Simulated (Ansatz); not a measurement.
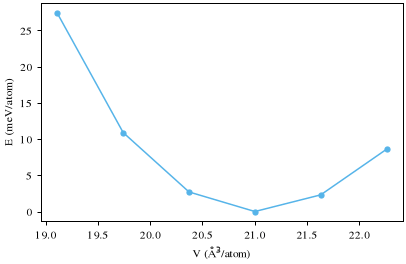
*PtSe$_{2}$ in space group R3m (No. 160; Pt on 3a, Se on 3a, Se on 3a) under volume change, DFT-r²SCAN+D4 in the program Ansatz with PAW potentials, shape and atoms relaxed at each volume.*

Problem. What does a third-order Birch–Murnaghan fit give for V₀, B₀ and B′?

Solution. V₀ = 20.96 Å³/atom, B₀ = 41.9 GPa, B′ = 7.2.

A made-up cell: these elements were put on the sites of a structure type; neither database checked (COD, Materials Project) lists it. COD files the formula under space group No. 164. Its standing as an ambient phase is unchecked. The r²SCAN+D4 relaxation kept the symmetry of its start; whether a distortion lowers the energy is not shown. No spin polarisation was allowed. Spin–orbit coupling is left out wherever it is not named.

Potentials: the earlier of the program's two PAW sets.
